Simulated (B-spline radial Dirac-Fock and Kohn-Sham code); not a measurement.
**Au⁵⁺: core levels and X-ray properties**

Wanted for gold as Au⁵⁺: how cheaper methods do for the levels.

Program: B-spline radial Dirac-Fock and Kohn-Sham code, version 2. Model: a free atom or ion on a radial basis; each step names its model. All values are calculated, but those marked as tabulated.

### Step 1. The atom as given

Au⁵⁺, [Xe] 4f14 5d6.

| Property | Result |
| --- | --- |
| nuclear charge | 79 |
| electrons | 74 |
| mass number | 197 |
| nuclear rms radius | 5.4371 fm |

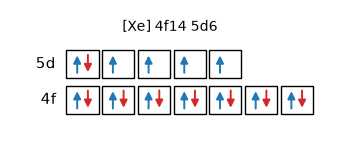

The shells outside the core; arrows follow Hund's rule for the drawing alone (heavy ions are jj-coupled), while the calculation averages over the configuration.

### Step 2. Dirac LDA, for comparison

Model: Dirac-Kohn-Sham LDA (Slater exchange, VWN correlation), finite nucleus, spherical and without spin polarisation.

The run's settings:

```ini
task = binding-ladder
Z = 79
charge = 5
configuration = 1s2 2s2 2p6 3s2 3p6 3d10 4s2 4p6 4d10 4f14 5s2 5p6 5d6
mass_number = 197
rms_radius = 5.4371  # fm
method = lda,vwn
relativity = dirac
```

From the run's result record (rounded, not every field):

```text
{
  "status": "converged",
  "shells": ["K", "L1", "L2", "L3", "M1", "M2", "M3", "M4", "M5", "N1", "N2", "N3", "N4", "N5", "N6", "N7", "O1", "O2", "O3", "O4,5"],
  "minus_eigenvalue [eV]": [80616.0, 14273.7, 13699.5, 11866.0, 3422.27, 3162.37, 2757.85, 2322.96, 2235.92, 797.178, 686.148, 588.862, 406.357, 388.228, 153.803, 149.974, 177.424, 140.673, 123.182, 70.4937],
  "delta_scf [eV]": [81226.8, 14388.8, 13847.8, 11990.7, 3457.74, 3200.47, 2792.16, 2363.93, 2275.52, 814.726, 703.632, 605.504, 422.774, 404.398, 169.406, 165.447, 187.79, 150.574, 132.53, 78.4595],
  "total_energy [Ha]": -19026.8089,
  "dirac_fock_binding [eV]": [80802.7, 14444.6, 13817.2, 12002.5, 3516.48, 3237.41, 2832.45, 2375.07, 2289.62, 850.378, 731.001, 633.435, 438.014, 419.878, 167.465, 163.805, 194.035, 152.309, 134.943, 76.8142]
}
```

Against the Dirac-Fock value with Breit and QED (eV):

| level | -ε | miss | ΔSCF | miss | Dirac-Fock |
| --- | --- | --- | --- | --- | --- |
| K | 80616.0 | -186.7 | 81226.8 | +424.1 | 80802.7 |
| L1 | 14273.7 | -170.9 | 14388.8 | -55.8 | 14444.6 |
| L2 | 13699.5 | -117.7 | 13847.8 | +30.6 | 13817.2 |
| L3 | 11866.0 | -136.5 | 11990.7 | -11.8 | 12002.5 |
| M1 | 3422.3 | -94.2 | 3457.7 | -58.7 | 3516.5 |
| M2 | 3162.4 | -75.0 | 3200.5 | -36.9 | 3237.4 |
| M3 | 2757.8 | -74.6 | 2792.2 | -40.3 | 2832.5 |
| M4 | 2323.0 | -52.1 | 2363.9 | -11.1 | 2375.1 |
| M5 | 2235.9 | -53.7 | 2275.5 | -14.1 | 2289.6 |
| N1 | 797.2 | -53.2 | 814.7 | -35.7 | 850.4 |
| N2 | 686.1 | -44.9 | 703.6 | -27.4 | 731.0 |
| N3 | 588.9 | -44.6 | 605.5 | -27.9 | 633.4 |
| N4 | 406.4 | -31.7 | 422.8 | -15.2 | 438.0 |
| N5 | 388.2 | -31.6 | 404.4 | -15.5 | 419.9 |
| N6 | 153.8 | -13.7 | 169.4 | +1.9 | 167.5 |
| N7 | 150.0 | -13.8 | 165.4 | +1.6 | 163.8 |
| O1 | 177.4 | -16.6 | 187.8 | -6.2 | 194.0 |
| O2 | 140.7 | -11.6 | 150.6 | -1.7 | 152.3 |
| O3 | 123.2 | -11.8 | 132.5 | -2.4 | 134.9 |
| O4,5 | 70.49 | -6.3 | 78.46 | +1.6 | 76.81 |

### Step 3. The levels by non-relativistic HF

Model: non-relativistic Hartree-Fock, average of configuration, point nucleus.

The run's settings:

```ini
task = binding-ladder
method = hf
relativity = nr
```

From the run's result record (rounded, not every field):

```text
{
  "status": "converged",
  "shells": ["1s", "2s", "2p", "3s", "3p", "3d", "4s", "4p", "4d", "4f", "5s", "5p", "5d"],
  "minus_eigenvalue [eV]": [73728.6, 12512.7, 12015.4, 3044.89, 2809.87, 2377.12, 734.184, 631.23, 442.89, 189.116, 171.87, 135.54, 79.5093],
  "delta_scf [eV]": [73649.6, 12464.3, 11963.2, 3018.63, 2782.63, 2346.97, 724.551, 621.72, 433.479, 179.949, 170.137, 134.054, 78.5809],
  "total_energy [Ha]": -17859.1688
}
```

### Step 4. Cost and miss of the cheaper method

| method | level | eigenvalue miss (%) | ΔSCF miss (%) | time |
| --- | --- | --- | --- | --- |
| Dirac LDA | K | -0.23 | +0.52 | 11 s |

Times cover the ground state and all hole states of a step, on one thread of a shared host; states solved in an earlier step are reused, and a first call can include compiling.

### Step 5. Outcome

| quantity | value |
| --- | --- |
| Dirac LDA, K: eigenvalue / ΔSCF | 80616.0 / 81226.8 eV |
| non-relativistic HF: deepest eigenvalue | -73728.6 eV |

What this shows: Dirac LDA misses the K level by -0.2 % with its eigenvalue and by +0.5 % with ΔSCF. Breit and QED terms, which only the reference holds, shift this level by tenths of a per cent, so the eigenvalue's nearness can be cancellation. The Hartree-Fock and Dirac-Fock values hold no electron correlation.
